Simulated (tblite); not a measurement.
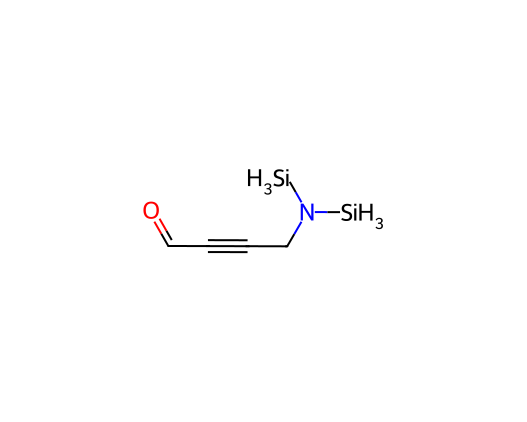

Simulated data, not a measurement (program: tblite).

A structural formula.

Transcribe the drawing into SMILES.

Answer. O=CC#CCN([SiH3])[SiH3]

What is the molecular formula?

Answer. C4H9NOSi2.
